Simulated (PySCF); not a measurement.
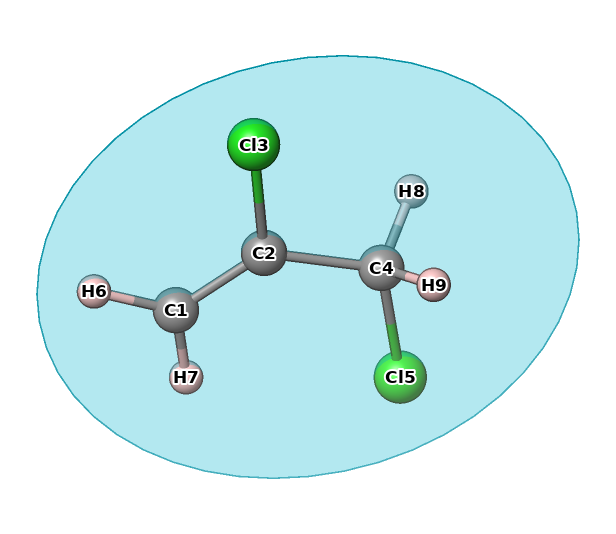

A disc through the centre of mass is drawn in. Distant atoms are faded towards the background colour. The computed structure is the end point of a PBE0-D3(BJ)/def2-SVP optimisation. No frequency run is at hand to confirm it as a minimum.

Is the plane of the disc a mirror plane of the structure?

Yes. The reflection leaves C1, C2, Cl3, C4, Cl5, H6, H7 in place and moves H8 ↔ H9. The point group is Cs.
